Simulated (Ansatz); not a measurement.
## Nudged elastic band, with input and output: BSiH₅Cl₂ (part 1 of 2)

- system: BSiH₅Cl₂
- method: RHF/cc-pVDZ (Ansatz 0.2.0)

The run did not end well. It belongs to a series of runs on one base structure; here: band between the two ends.

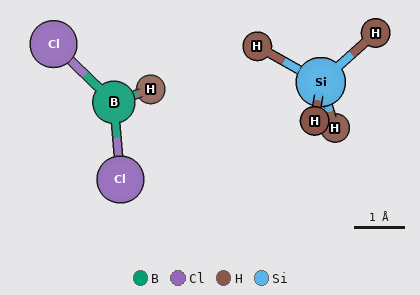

Fig. 1: The input geometry (ball-and-stick view, seen at a tilt). Bond lengths as drawn: B–Cl 1.75 to 1.76 Å, B–H 1.19 Å and H–Si 1.48 to 1.49 Å.

Input
```yaml
crystal:
  periodic: [false, false, false]
  atoms:
    - { symbol: B, position_ang: [-0.079453, -1.350456, -0.144561] }
    - { symbol: Cl, position_ang: [-0.414603, -2.404641, 1.21632] }
    - { symbol: Cl, position_ang: [1.573298, -1.016991, -0.631868] }
    - { symbol: H, position_ang: [-0.975889, -0.856896, -0.742696] }
    - { symbol: Si, position_ang: [0.601112, 3.314084, 1.227871] }
    - { symbol: H, position_ang: [2.0174, 3.509746, 1.62786] }
    - { symbol: H, position_ang: [0.496311, 3.315968, -0.254348] }
    - { symbol: H, position_ang: [-0.231083, 4.409514, 1.784625] }
    - { symbol: H, position_ang: [0.114606, 2.011973, 1.753598] }
basis:
  gaussian: { orbitals: cc-pVDZ }
hamiltonian:
  xc: hf
neb:
  order_check: false
  images: 7
  f_tol: 0.05
  max_iterations: 60
  final_atoms:
    - { symbol: B, position_ang: [0.22161067, 0.64049412, -0.55166928] }
    - { symbol: Cl, position_ang: [-0.52276192, -0.4910583, 2.86929663] }
    - { symbol: Cl, position_ang: [1.67394314, -0.29516446, -0.95540144] }
    - { symbol: H, position_ang: [-0.81402661, 0.14024946, -0.87124292] }
    - { symbol: Si, position_ang: [0.42653003, 2.47303143, 0.33563098] }
    - { symbol: H, position_ang: [1.44124165, 2.41048279, 1.42196844] }
    - { symbol: H, position_ang: [0.89524303, 3.4471475, -0.69102436] }
    - { symbol: H, position_ang: [-0.86075709, 2.96104998, 0.89881885] }
    - { symbol: H, position_ang: [0.64067609, -0.35393153, 3.38042411] }
  initial_path:
    images:
      - { positions_ang: [[-0.079453, -1.350456, -0.144561], [-0.414603, -2.404641, 1.21632], [1.573298, -1.016991, -0.631868], [-0.975889, -0.856896, -0.742696], [0.601112, 3.314084, 1.227871], [2.0174, 3.509746, 1.62786], [0.496311, 3.315968, -0.254348], [-0.231083, 4.409514, 1.784625], [0.114606, 2.011973, 1.753598]] }
      - { positions_ang: [[-0.05354939, -1.01656092, -0.10446153], [-0.31267254, -1.79799331, 1.468568], [1.59190925, -0.76527219, -0.69681411], [-0.98136694, -0.65210931, -0.70534239], [0.56791725, 3.00634509, 1.09509785], [1.9002878, 3.14693047, 1.64044525], [0.59003021, 3.21011975, -0.30316677], [-0.35497629, 3.97254374, 1.66451817], [0.15411965, 1.82829768, 1.77795653]] }
      - { positions_ang: [[-0.02764578, -0.68266583, -0.06436206], [-0.21074208, -1.19134563, 1.72081599], [1.6105205, -0.51355338, -0.76176023], [-0.98684489, -0.44732262, -0.66798878], [0.53472251, 2.69860617, 0.96232471], [1.78317561, 2.78411495, 1.6530305], [0.68374942, 3.1042715, -0.35198553], [-0.47886958, 3.53557348, 1.54441134], [0.1936333, 1.64462235, 1.80231506]] }
      - { positions_ang: [[-0.00174217, -0.34877075, -0.02426259], [-0.10881162, -0.58469794, 1.97306399], [1.62913175, -0.26183457, -0.82670634], [-0.99232283, -0.24253592, -0.63063517], [0.50152776, 2.39086726, 0.82955156], [1.66606341, 2.42129942, 1.66561574], [0.77746863, 2.99842325, -0.4008043], [-0.60276288, 3.09860322, 1.42430452], [0.23314696, 1.46094703, 1.82667359]] }
      - { positions_ang: [[0.02416144, -0.01487567, 0.01583688], [-0.00688117, 0.02194974, 2.22531198], [1.647743, -0.01011575, -0.89165245], [-0.99780078, -0.03774923, -0.59328157], [0.46833301, 2.08312835, 0.69677842], [1.54895121, 2.05848389, 1.67820099], [0.87118784, 2.892575, -0.44962307], [-0.72665617, 2.66163297, 1.30419769], [0.27266061, 1.27727171, 1.85103212]] }
      - { positions_ang: [[0.07352375, 0.14896678, -0.12603966], [-0.13585135, -0.10630227, 2.38630815], [1.65429304, -0.08137793, -0.9075897], [-0.95185724, 0.00675044, -0.6627719], [0.45788227, 2.18060412, 0.60649156], [1.52202382, 2.14648362, 1.61414285], [0.87720164, 3.03121813, -0.50997339], [-0.7601814, 2.73648722, 1.20285298], [0.36466448, 0.8694709, 2.23338012]] }
      - { positions_ang: [[0.12288605, 0.31280923, -0.2679162], [-0.26482154, -0.23455428, 2.54730431], [1.66084307, -0.1526401, -0.92352695], [-0.90591369, 0.05125011, -0.73226224], [0.44743152, 2.27807989, 0.5162047], [1.49509643, 2.23448334, 1.55008472], [0.88321543, 3.16986125, -0.57032371], [-0.79370663, 2.81134147, 1.10150827], [0.45666835, 0.46167009, 2.61572812]] }
      - { positions_ang: [[0.17224836, 0.47665167, -0.40979274], [-0.39379173, -0.36280629, 2.70830047], [1.66739311, -0.22390228, -0.93946419], [-0.85997015, 0.09574979, -0.80175258], [0.43698078, 2.37555566, 0.42591784], [1.46816904, 2.32248306, 1.48602658], [0.88922923, 3.30850437, -0.63067404], [-0.82723186, 2.88619573, 1.00016356], [0.54867222, 0.05386928, 2.99807611]] }
      - { positions_ang: [[0.22161067, 0.64049412, -0.55166928], [-0.52276192, -0.4910583, 2.86929663], [1.67394314, -0.29516446, -0.95540144], [-0.81402661, 0.14024946, -0.87124292], [0.42653003, 2.47303143, 0.33563098], [1.44124165, 2.41048279, 1.42196844], [0.89524303, 3.4471475, -0.69102436], [-0.86075709, 2.96104998, 0.89881885], [0.64067609, -0.35393153, 3.38042411]] }
```

Run on 2 threads of Arm Neoverse V1, 24 GiB of memory available, shared host.

Launched with:
```bash
ansatz run input.yaml --threads 2 --pin off --max-ram 3072MiB --backend cpu --events-out ev --progress --plain --runs-dir out
```

Output
```
Engine: ansatz 0.2.0, aarch64-unknown-linux-gnu
Functional definition: HF
  exchange = exact_x
  correlation = 0
1038 factors; integrals over basis functions are off by at most 4.2e-4 eV
mean field evaluation 1: about -33620.6943 eV, gradient 1.8e1 eV
mean field evaluation 2: about -33620.7824 eV, gradient 1.9e1 eV
mean field evaluation 4: about -33622.2679 eV, gradient 2.4e0 eV
mean field evaluation 8: about -33622.3010 eV, gradient 7.4e-2 eV
mean field -33622.30108532 eV, -1235.5967748712 hartree, gradient 2.4e-5 eV, S^2 0.000000; 0 other end points of the search recorded, 0 dependent functions left out
the calculation of the forces begins
reference -33622.30108532 eV, -1235.5967748712 hartree; 29, 29 occupied and 64, 64 virtual orbitals, 1038 factors
1042 factors; integrals over basis functions are off by at most 4.8e-4 eV
mean field evaluation 16: about -33621.1020 eV, gradient 2.1e0 eV
mean field -33621.12752503 eV, -1235.5536473260 hartree, gradient 1.8e-5 eV, S^2 0.000000; 0 other end points of the search recorded, 0 dependent functions left out
[... from here on the field's lines of each further geometry are left out, up to the last ...]
NEB iter   1: max|band force component| = 1.535e1 eV/Å  barrier→ = 7.1433 eV  barrier← = 5.9697 eV  Δτ_max = 0.2000 Å  (313 SCF iters)
NEB iter   2: max|band force component| = 4.795e0 eV/Å  barrier→ = 4.5893 eV  barrier← = 3.4157 eV  Δτ_max = 0.2000 Å  (238 SCF iters)
NEB iter   3: max|band force component| = 2.015e0 eV/Å  barrier→ = 4.0269 eV  barrier← = 2.8534 eV  Δτ_max = 0.1986 Å  (222 SCF iters)
NEB iter   4: max|band force component| = 2.311e0 eV/Å  barrier→ = 3.7679 eV  barrier← = 2.5944 eV  Δτ_max = 0.1017 Å  (225 SCF iters)
NEB iter   5: max|band force component| = 2.662e0 eV/Å  barrier→ = 3.5138 eV  barrier← = 2.3402 eV  Δτ_max = 0.0509 Å  (221 SCF iters)
NEB iter   6: max|band force component| = 2.892e0 eV/Å  barrier→ = 3.3300 eV  barrier← = 2.1565 eV  Δτ_max = 0.0504 Å  (223 SCF iters)
NEB iter   7: max|band force component| = 2.808e0 eV/Å  barrier→ = 3.0263 eV  barrier← = 1.8528 eV  Δτ_max = 0.0503 Å  (226 SCF iters)
NEB iter   8: max|band force component| = 2.558e0 eV/Å  barrier→ = 2.8033 eV  barrier← = 1.6297 eV  Δτ_max = 0.0989 Å  (225 SCF iters)
NEB iter   9: max|band force component| = 1.866e0 eV/Å  barrier→ = 2.4745 eV  barrier← = 1.3009 eV  Δτ_max = 0.0996 Å  (220 SCF iters)
NEB iter  10: max|band force component| = 1.089e0 eV/Å  barrier→ = 2.1701 eV  barrier← = 0.9965 eV  Δτ_max = 0.1001 Å  (220 SCF iters)
NEB iter  11: max|band force component| = 7.825e-1 eV/Å  barrier→ = 2.0073 eV  barrier← = 0.8338 eV  Δτ_max = 0.1000 Å  (220 SCF iters)
NEB iter  12: max|band force component| = 1.497e0 eV/Å  barrier→ = 2.1097 eV  barrier← = 0.9361 eV  Δτ_max = 0.0503 Å  (216 SCF iters)
NEB iter  13: max|band force component| = 9.487e-1 eV/Å  barrier→ = 2.0692 eV  barrier← = 0.8957 eV  CI = image 5  Δτ_max = 0.1005 Å  (225 SCF iters)
NEB iter  14: max|band force component| = 1.278e0 eV/Å  barrier→ = 2.2843 eV  barrier← = 1.1108 eV  CI = image 5  Δτ_max = 0.1588 Å  (222 SCF iters)
NEB iter  15: max|band force component| = 1.102e0 eV/Å  barrier→ = 2.6588 eV  barrier← = 1.4853 eV  CI = image 5  Δτ_max = 0.1060 Å  (221 SCF iters)
NEB iter  16: max|band force component| = 7.461e-1 eV/Å  barrier→ = 2.8192 eV  barrier← = 1.6457 eV  CI = image 5  Δτ_max = 0.1952 Å  (218 SCF iters)
NEB iter  17: max|band force component| = 2.570e0 eV/Å  barrier→ = 2.8231 eV  barrier← = 1.6496 eV  CI = image 5  Δτ_max = 0.1007 Å  (229 SCF iters)
NEB iter  18: max|band force component| = 8.703e-1 eV/Å  barrier→ = 2.8070 eV  barrier← = 1.6334 eV  CI = image 5  Δτ_max = 0.1962 Å  (224 SCF iters)
NEB iter  19: max|band force component| = 4.983e-1 eV/Å  barrier→ = 2.7991 eV  barrier← = 1.6256 eV  CI = image 5  Δτ_max = 0.2000 Å  (216 SCF iters)
NEB iter  20: max|band force component| = 3.442e-1 eV/Å  barrier→ = 2.7981 eV  barrier← = 1.6245 eV  CI = image 5  Δτ_max = 0.0560 Å  (227 SCF iters)
NEB iter  21: max|band force component| = 1.407e-1 eV/Å  barrier→ = 2.7968 eV  barrier← = 1.6233 eV  CI = image 5  Δτ_max = 0.1942 Å  (219 SCF iters)
NEB iter  22: max|band force component| = 2.289e0 eV/Å  barrier→ = 2.7966 eV  barrier← = 1.6230 eV  CI = image 5  Δτ_max = 0.0993 Å  (221 SCF iters)
NEB iter  23: max|band force component| = 8.272e-1 eV/Å  barrier→ = 2.7963 eV  barrier← = 1.6227 eV  CI = image 5  Δτ_max = 0.1997 Å  (224 SCF iters)
NEB iter  24: max|band force component| = 2.623e0 eV/Å  barrier→ = 2.7961 eV  barrier← = 1.6225 eV  CI = image 5  Δτ_max = 0.1025 Å  (219 SCF iters)
NEB iter  25: max|band force component| = 8.476e-1 eV/Å  barrier→ = 2.7959 eV  barrier← = 1.6224 eV  CI = image 5  Δτ_max = 0.1544 Å  (223 SCF iters)
NEB iter  26: max|band force component| = 2.910e-1 eV/Å  barrier→ = 2.7959 eV  barrier← = 1.6223 eV  CI = image 5  Δτ_max = 0.2000 Å  (210 SCF iters)
NEB iter  27: max|band force component| = 4.201e0 eV/Å  barrier→ = 2.7959 eV  barrier← = 1.6223 eV  CI = image 5  Δτ_max = 0.0998 Å  (218 SCF iters)
NEB iter  28: max|band force component| = 1.781e0 eV/Å  barrier→ = 2.7959 eV  barrier← = 1.6223 eV  CI = image 5  Δτ_max = 0.1004 Å  (213 SCF iters)
NEB iter  29: max|band force component| = 2.673e-1 eV/Å  barrier→ = 2.7959 eV  barrier← = 1.6223 eV  CI = image 5  Δτ_max = 0.1988 Å  (213 SCF iters)
NEB iter  30: max|band force component| = 2.405e0 eV/Å  barrier→ = 2.7959 eV  barrier← = 1.6223 eV  CI = image 5  Δτ_max = 0.1010 Å  (210 SCF iters)
NEB iter  31: max|band force component| = 6.937e-1 eV/Å  barrier→ = 2.7959 eV  barrier← = 1.6223 eV  CI = image 5  Δτ_max = 0.1951 Å  (214 SCF iters)
NEB iter  32: max|band force component| = 1.333e0 eV/Å  barrier→ = 2.7959 eV  barrier← = 1.6223 eV  CI = image 5  Δτ_max = 0.1003 Å  (208 SCF iters)
NEB iter  33: max|band force component| = 8.456e-1 eV/Å  barrier→ = 2.7959 eV  barrier← = 1.6223 eV  CI = image 5  Δτ_max = 0.0994 Å  (208 SCF iters)
NEB iter  34: max|band force component| = 4.352e-1 eV/Å  barrier→ = 2.7959 eV  barrier← = 1.6223 eV  CI = image 5  Δτ_max = 0.0973 Å  (202 SCF iters)
NEB iter  35: max|band force component| = 2.561e0 eV/Å  barrier→ = 2.7959 eV  barrier← = 1.6223 eV  CI = image 5  Δτ_max = 0.0500 Å  (206 SCF iters)
NEB iter  36: max|band force component| = 8.537e-1 eV/Å  barrier→ = 2.7959 eV  barrier← = 1.6223 eV  CI = image 5  Δτ_max = 0.0993 Å  (196 SCF iters)
NEB iter  37: max|band force component| = 2.870e-1 eV/Å  barrier→ = 2.7959 eV  barrier← = 1.6223 eV  CI = image 5  Δτ_max = 0.1966 Å  (201 SCF iters)
NEB iter  38: max|band force component| = 8.597e-1 eV/Å  barrier→ = 2.7959 eV  barrier← = 1.6223 eV  CI = image 5  Δτ_max = 0.0994 Å  (193 SCF iters)
NEB iter  39: max|band force component| = 2.420e-1 eV/Å  barrier→ = 2.7959 eV  barrier← = 1.6223 eV  CI = image 5  Δτ_max = 0.2000 Å  (193 SCF iters)
NEB iter  40: max|band force component| = 5.821e0 eV/Å  barrier→ = 2.7959 eV  barrier← = 1.6223 eV  CI = image 5  Δτ_max = 0.1015 Å  (201 SCF iters)
NEB iter  41: max|band force component| = 1.221e0 eV/Å  barrier→ = 2.7959 eV  barrier← = 1.6223 eV  CI = image 5  Δτ_max = 0.1980 Å  (189 SCF iters)
NEB iter  42: max|band force component| = 5.080e-1 eV/Å  barrier→ = 2.7959 eV  barrier← = 1.6223 eV  CI = image 5  Δτ_max = 0.1986 Å  (187 SCF iters)
NEB iter  43: max|band force component| = 3.903e0 eV/Å  barrier→ = 2.7959 eV  barrier← = 1.6223 eV  CI = image 5  Δτ_max = 0.1020 Å  (184 SCF iters)
NEB iter  44: max|band force component| = 1.171e0 eV/Å  barrier→ = 2.7959 eV  barrier← = 1.6223 eV  CI = image 5  Δτ_max = 0.1960 Å  (186 SCF iters)
NEB iter  45: max|band force component| = 5.344e-1 eV/Å  barrier→ = 2.7959 eV  barrier← = 1.6223 eV  CI = image 5  Δτ_max = 0.2000 Å  (189 SCF iters)
NEB iter  46: max|band force component| = 1.600e0 eV/Å  barrier→ = 2.7959 eV  barrier← = 1.6223 eV  CI = image 5  Δτ_max = 0.0993 Å  (188 SCF iters)
NEB iter  47: max|band force component| = 7.175e-1 eV/Å  barrier→ = 2.7959 eV  barrier← = 1.6223 eV  CI = image 5  Δτ_max = 0.1665 Å  (186 SCF iters)
NEB iter  48: max|band force component| = 1.153e1 eV/Å  barrier→ = 2.7959 eV  barrier← = 1.6223 eV  CI = image 5  Δτ_max = 0.0846 Å  (188 SCF iters)
NEB iter  49: max|band force component| = 5.193e0 eV/Å  barrier→ = 2.7959 eV  barrier← = 1.6223 eV  CI = image 5  Δτ_max = 0.1656 Å  (183 SCF iters)
NEB iter  50: max|band force component| = 1.525e0 eV/Å  barrier→ = 2.7959 eV  barrier← = 1.6223 eV  CI = image 5  Δτ_max = 0.1970 Å  (182 SCF iters)
NEB iter  51: max|band force component| = 2.247e0 eV/Å  barrier→ = 2.7959 eV  barrier← = 1.6223 eV  CI = image 5  Δτ_max = 0.0996 Å  (180 SCF iters)
NEB iter  52: max|band force component| = 8.987e-1 eV/Å  barrier→ = 2.7959 eV  barrier← = 1.6223 eV  CI = image 5  Δτ_max = 0.2000 Å  (181 SCF iters)
NEB iter  53: max|band force component| = 2.579e0 eV/Å  barrier→ = 2.7959 eV  barrier← = 1.6223 eV  CI = image 5  Δτ_max = 0.0992 Å  (186 SCF iters)
NEB iter  54: max|band force component| = 8.409e-1 eV/Å  barrier→ = 2.7959 eV  barrier← = 1.6223 eV  CI = image 5  Δτ_max = 0.1960 Å  (184 SCF iters)
NEB iter  55: max|band force component| = 1.289e0 eV/Å  barrier→ = 2.7959 eV  barrier← = 1.6223 eV  CI = image 5  Δτ_max = 0.0998 Å  (179 SCF iters)
NEB iter  56: max|band force component| = 2.092e0 eV/Å  barrier→ = 2.7959 eV  barrier← = 1.6223 eV  CI = image 5  Δτ_max = 0.0500 Å  (181 SCF iters)
NEB iter  57: max|band force component| = 7.045e-1 eV/Å  barrier→ = 2.7959 eV  barrier← = 1.6223 eV  CI = image 5  Δτ_max = 0.1003 Å  (177 SCF iters)
NEB iter  58: max|band force component| = 1.673e-1 eV/Å  barrier→ = 2.7959 eV  barrier← = 1.6223 eV  CI = image 5  Δτ_max = 0.2000 Å  (174 SCF iters)
NEB iter  59: max|band force component| = 7.986e0 eV/Å  barrier→ = 2.7959 eV  barrier← = 1.6223 eV  CI = image 5  Δτ_max = 0.0997 Å  (186 SCF iters)
the calculation of the forces begins
reference -33620.77076038 eV, -1235.5405364669 hartree; 29, 29 occupied and 64, 64 virtual orbitals, 1042 factors
these checks for a lower state are left out or cut short: starts, cluster_reference, orbital_swaps, neighbouring_geometries, increment
1042 factors; integrals over basis functions are off by at most 4.7e-4 eV
mean field -33621.07750760 eV, -1235.5518092193 hartree, gradient 2.0e-5 eV, S^2 0.000000; 0 other end points of the search recorded, 0 dependent functions left out
the calculation of the forces begins
reference -33621.07750760 eV, -1235.5518092193 hartree; 29, 29 occupied and 64, 64 virtual orbitals, 1042 factors
NEB iter  60: max|band force component| = 1.872e0 eV/Å  barrier→ = 2.7959 eV  barrier← = 1.6223 eV  CI = image 5  Δτ_max = 0.1992 Å  (175 SCF iters)
```
